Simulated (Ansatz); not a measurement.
**GeSiH6O (SMILES [SiH3][O][GeH3]): PBE0/def2-SVP**

Aim: the vertical singlet–triplet gap of GeSiH6O at PBE0/def2-SVP, from 2 runs. 

The results are computed with Ansatz 0.2.0.

75 further runs of the same task are left out: 75 set aside as unsound or not needed.

## (1) The structure to begin with

GeSiH6O has 9 atoms, charge 0, and is taken as a singlet. SMILES: `[SiH3][O][GeH3]`. The coordinates come from a PBE0-D4/def2-TZVP relaxation.

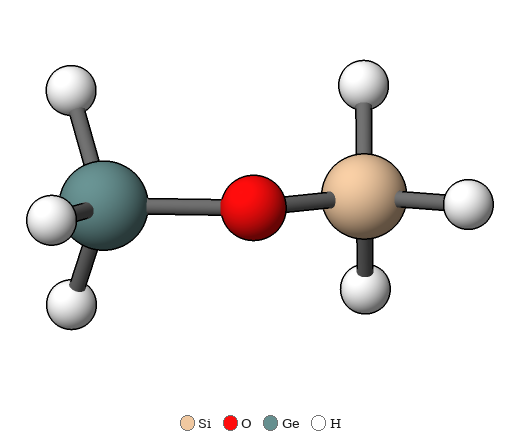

The structure, seen from a chosen angle (silicon light orange, oxygen red, germanium teal, hydrogen white).

## (2) A single-point energy at PBE0/def2-SVP

File run.yaml:

```yaml
basis:
  gaussian: {orbitals: def2-SVP}
crystal:
  periodic: [false, false, false]
  atoms:
    - {symbol: Si, position_ang: [-0.686600, 1.033100, -0.921400]}
    - {symbol: O, position_ang: [0.592700, 0.201900, -0.339400]}
    - {symbol: Ge, position_ang: [0.809800, -1.049500, 0.901700]}
    - {symbol: H, position_ang: [-1.697500, 0.113200, -1.514500]}
    - {symbol: H, position_ang: [-0.195800, 1.964800, -1.966700]}
    - {symbol: H, position_ang: [-1.355600, 1.810800, 0.159300]}
    - {symbol: H, position_ang: [2.310800, -1.355600, 0.917000]}
    - {symbol: H, position_ang: [-0.018800, -2.280500, 0.498400]}
    - {symbol: H, position_ang: [0.329300, -0.484400, 2.248700]}
total_charge: 0
hamiltonian: {xc: pbe0}
accuracy: high
output: {orbitals: {seedname: orbitals}}
```

Launch:

```bash
$ ansatz run run.yaml --threads 1 --pin off --max-ram 3480MiB --events-out events.jsonl --progress --plain --runs-dir runs
```

The log of the run:

```text
Warning: RAYON_NUM_THREADS=1 ignored (pool sized by the plan → 1); use --threads N
Functional definition: PBE0
  name "PBE0"
  parameter a = 0.25
  parameter kappa = 0.804
  parameter beta = 0.06672455060314922
  exchange = (1 - a)*pbe_x(kappa = kappa, mu = beta*pi^2/3) + a*exact_x
  correlation = pbe_c(beta = beta)
2026 factors; integrals over basis functions are off by at most 1.0e-8 eV
mean field evaluation 1: about -66513.6505 eV, gradient 4.8e1 eV
mean field evaluation 2: about -66502.9110 eV, gradient 8.9e1 eV
mean field evaluation 4: about -66517.4433 eV, gradient 3.0e0 eV
mean field evaluation 8: about -66517.5815 eV, gradient 1.9e-1 eV
mean field evaluation 16: about -66517.5816 eV, gradient 4.0e-6 eV
mean field -66517.58163155 eV, -2444.4760377234 hartree, gradient 2.4e-8 eV, S^2 0.000000; 0 other end points of the search recorded, 0 dependent functions left out
reference -66517.58163430 eV, -2444.4760378243 hartree; 30, 30 occupied and 64, 64 virtual orbitals, 2026 factors
Total energy: -66517.58163430 eV, -2444.4760378243 hartree
```

It took 5.1 s on 1 thread of Intel Xeon 6975P-C (Granite Rapids), shared host; peak memory 0.35 GiB.

## (3) The triplet at the same level

File molecule.yaml:

```yaml
crystal:
  periodic: [false, false, false]
  atoms:
    - symbol: Si
      position_ang: [-0.686600, 1.033100, -0.921400]
    - symbol: O
      position_ang: [0.592700, 0.201900, -0.339400]
    - symbol: Ge
      position_ang: [0.809800, -1.049500, 0.901700]
    - symbol: H
      position_ang: [-1.697500, 0.113200, -1.514500]
    - symbol: H
      position_ang: [-0.195800, 1.964800, -1.966700]
    - symbol: H
      position_ang: [-1.355600, 1.810800, 0.159300]
    - symbol: H
      position_ang: [2.310800, -1.355600, 0.917000]
    - symbol: H
      position_ang: [-0.018800, -2.280500, 0.498400]
    - symbol: H
      position_ang: [0.329300, -0.484400, 2.248700]
basis:
  gaussian: {orbitals: def2-SVP}
magnetization: {spin_polarized: true, initial_magnetization: 2}
hamiltonian: {xc: {name: PBE0}}
accuracy: high
output: {orbitals: {seedname: orbitals}}
```

Launch:

```bash
$ ansatz run molecule.yaml --threads 1 --pin off --max-ram 3480MiB --events-out events.jsonl --progress --plain --runs-dir runs
```

The log of the run (excerpt; [...] marks lines left out):

```text
Warning: RAYON_NUM_THREADS=1 ignored (pool sized by the plan → 1); use --threads N
[... 7 set-up lines as earlier in the session ...]
2026 factors; integrals over basis functions are off by at most 1.0e-8 eV
mean field evaluation 1: about -66506.7151 eV, gradient 3.2e1 eV
mean field evaluation 2: about -66487.8150 eV, gradient 7.3e1 eV
mean field evaluation 4: about -66510.7163 eV, gradient 5.9e0 eV
mean field evaluation 8: about -66511.0230 eV, gradient 5.3e-1 eV
mean field evaluation 16: about -66511.0259 eV, gradient 3.7e-3 eV
mean field evaluation 32: about -66511.0259 eV, gradient 1.1e-5 eV
mean field -66511.02585758 eV, -2444.2351174734 hartree, gradient 2.9e-8 eV, S^2 2.007212; 4 other end points of the search recorded, 0 dependent functions left out
reference -66511.02586043 eV, -2444.2351175782 hartree; 31, 29 occupied and 63, 65 virtual orbitals, 2026 factors
Total energy: -66511.02586043 eV, -2444.2351175782 hartree
```

Wall time 18 s (1 thread of Intel Xeon 6975P-C (Granite Rapids), shared host); peak memory 0.52 GiB.

## (4) Results

Level: PBE0/def2-SVP.

| quantity | value |
| --- | --- |
| singlet: total energy | -2444.47604 Eh |
| singlet: HOMO energy | -8.37 eV |
| singlet: LUMO energy | 0.09 eV |
| singlet: HOMO–LUMO gap | 8.46 eV |
| triplet: total energy | -2444.23512 Eh |
| triplet: HOMO energy (highest over α and β) | -2.17 eV |
| triplet: ⟨S²⟩ | 2.007 |
| vertical energy of the triplet above the singlet | 6.556 eV |

In words: At this shape the triplet lies 6.56 eV (633 kJ/mol) above the singlet.
